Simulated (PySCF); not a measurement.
# One shape, several levels: SnHBrClOF (SMILES [OH][Sn]([F])([Cl])[Br])

Aim: a comparison of 3 runs (HF/STO-3G, HF/3-21G, PBE0/def2-SVP) of SnHBrClOF. Input form: a Python script.

The results are computed with PySCF 2.14.0.

## (1) The structure to begin with

SnHBrClOF: 6 atoms, total charge 0, spin state singlet. As SMILES, `[OH][Sn]([F])([Cl])[Br]`. The coordinates come from a PBE0-D4/def2-TZVP relaxation. This is one conformer, not always the lowest.

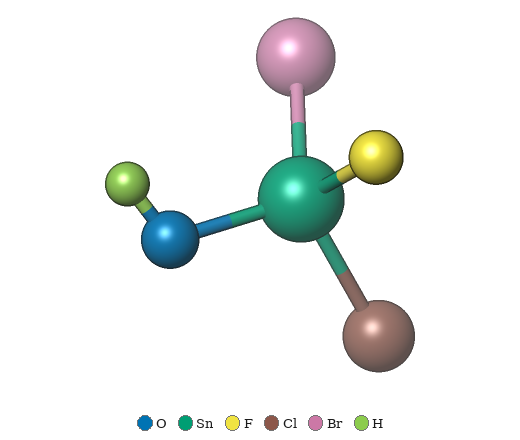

The structure, seen from a chosen angle (oxygen blue, tin teal, fluorine yellow, chlorine brown, bromine pink, hydrogen green).

## (2) Energy and gradient at HF/STO-3G (run 1)

The input, job.py:

```python
from pyscf import gto, scf

system = gto.M(
    atom='''
O       -0.340300      -0.119300       1.553300
Sn       0.009800      -0.154000      -0.343700
F        1.767800      -0.820300      -0.609600
Cl      -1.434400      -1.635500      -1.294100
Br      -0.061300       2.058600      -1.358300
H        0.100500       0.606400       2.006100
''',
    charge=0,
    basis='sto-3g',
    verbose=3,
    max_memory=1860,
    spin=0,
)

hf = scf.RHF(system)
hf.conv_tol = 1e-10
hf.kernel()
if not hf.converged:
    hf = hf.newton().run(hf.mo_coeff, hf.mo_occ)

e_tot = hf.e_tot
print('Final energy', e_tot)
grad = hf.nuc_grad_method().kernel()
dip = hf.dip_moment()
pop, q = hf.mulliken_pop()
```

Launch:

```
$ OMP_NUM_THREADS=1 python job.py
```

Log:

```text
converged SCF energy = -9135.1663960092
Final energy -9135.1663960092
[... 9 lines left out ...]
Dipole moment(X, Y, Z, Debye):  1.35662,  1.39759,  1.62699
[... 72 lines left out ...]
charge of    5H =      0.16801
```

It took 20 s on 1 thread of Intel Xeon at 2.50GHz (Skylake/Cascade Lake), shared host; peak memory 0.13 GiB.

## (3) Energy and forces at HF/3-21G (run 2)

The input, calc.py:

```python
import pyscf.grad
from pyscf import gto, scf

mol = gto.M(
    atom='''
O     -0.340300    -0.119300     1.553300
Sn     0.009800    -0.154000    -0.343700
F      1.767800    -0.820300    -0.609600
Cl    -1.434400    -1.635500    -1.294100
Br    -0.061300     2.058600    -1.358300
H      0.100500     0.606400     2.006100
''',
    basis='3-21g',
    max_memory=1860,
    verbose=3,
)

hf = scf.RHF(mol)
hf.conv_tol = 1e-10
hf.kernel()
if not hf.converged:
    hf = hf.newton().run(hf.mo_coeff, hf.mo_occ)

etot = hf.e_tot
print(f'total energy: {etot:.8f} hartree')
grad = hf.Gradients().kernel()
hf.analyze()
```

Launch:

```
$ OMP_NUM_THREADS=1 python calc.py
```

Log:

```text
converged SCF energy = -9187.71423816568
[... 21 lines left out ...]
MO #11  energy= -58.0056778784354  occ= 2
[... 14 lines left out ...]
MO #26  energy= -7.98370902921211  occ= 2
[... 14 lines left out ...]
MO #41  energy= -1.56148601023747  occ= 2
[... 14 lines left out ...]
MO #56  energy= -0.509746697411273 occ= 2
[... 14 lines left out ...]
MO #71  energy= 0.78569170687475   occ= 0
[... 14 lines left out ...]
MO #86  energy= 3.64938171813632   occ= 0
[... 7 lines left out ...]
Dipole moment(X, Y, Z, Debye):  0.57498,  2.39206,  1.51708
```

It took 17 s on 1 thread of Intel Xeon at 2.50GHz (Skylake/Cascade Lake), shared host; peak memory 0.17 GiB.

## (4) Energy and forces at PBE0/def2-SVP (core potential) (run 3)

The input, run.py:

```python
from pyscf import gto, dft

mol = gto.M(
    atom='''
O     -0.643074    -0.225444     2.935312
Sn     0.018519    -0.291018    -0.649499
F      3.340658    -1.550142    -1.151977
Cl    -2.710623    -3.090647    -2.445495
Br    -0.115840     3.890190    -2.566815
H      0.189917     1.145930     3.790980
''',
    verbose=4,
    basis='def2-svp',
    unit='bohr',
    max_memory=1860,
    ecp={'Sn': 'def2-svp'},
)

ks = dft.RKS(mol)
ks.xc = 'pbe0'
ks.conv_tol = 1e-10
ks.grids.level = 5
ks.kernel()
if not ks.converged:
    ks = ks.newton().run(ks.mo_coeff, ks.mo_occ)

etot = ks.e_tot
print('E(%s) = %.9f' % ('PBE0', etot))
grad = ks.nuc_grad_method().kernel()
dip = ks.dip_moment()
pop, q = ks.mulliken_pop()
```

Launch:

```
$ OMP_NUM_THREADS=1 python run.py
```

Log:

```text
PySCF version 2.14.0

[... 79 lines left out ...]
converged SCF energy = -3423.23251503412
[... 14 lines left out ...]
Dipole moment(X, Y, Z, Debye): -0.35496,  1.83418,  0.86392
[... 116 lines left out ...]
charge of    5H =      0.21155
```

Wall time 90 s (1 thread of Intel Xeon at 2.50GHz (Skylake/Cascade Lake), shared host); peak memory 1.1 GiB.

## (5) Overview of the runs

| run | level | core potential | integration grid | energy (Eh) | dipole moment (D) | HOMO energy (eV) | LUMO energy (eV) | wall time |
| --- | --- | --- | --- | --- | --- | --- | --- | --- |
| 1 | HF/STO-3G | – | – | -9135.166396 | 2.54 | -9.19 | 6.14 | 20 s |
| 2 | HF/3-21G | – | – | -9187.714238 | 2.89 | -12.42 | 0.90 | 17 s |
| 3 | PBE0/def2-SVP (core potential) | def2-svp | 5 | -3423.232515 | 2.06 | -9.23 | -2.75 | 90 s |

## (6) Summary of results

| quantity | value |
| --- | --- |
| run 3: total energy | -3423.23252 Eh |
| run 3: dipole moment | 2.06 D |
| run 3: HOMO energy | -9.23 eV |
| run 3: LUMO energy | -2.75 eV |
| run 3: HOMO–LUMO gap | 6.49 eV |
| run 3: largest force on an atom | 0.706 eV/Å |

What this shows: The dipole moment (its size) runs from 2.06 D (PBE0/def2-SVP) to 2.89 D (HF/3-21G). The two ends differ in method and basis and core potential. The HOMO–LUMO gap runs from 6.49 eV (PBE0/def2-SVP) to 15.34 eV (HF/STO-3G). Some runs of one species differ in core potentials or relativity; totals across that change don't compare. In run 1 the basis is minimal, so the values are rough. In runs 1, 2 relativity is left out where basis or elements ask for it. All runs together took 2.1 min, the longest 90 s.
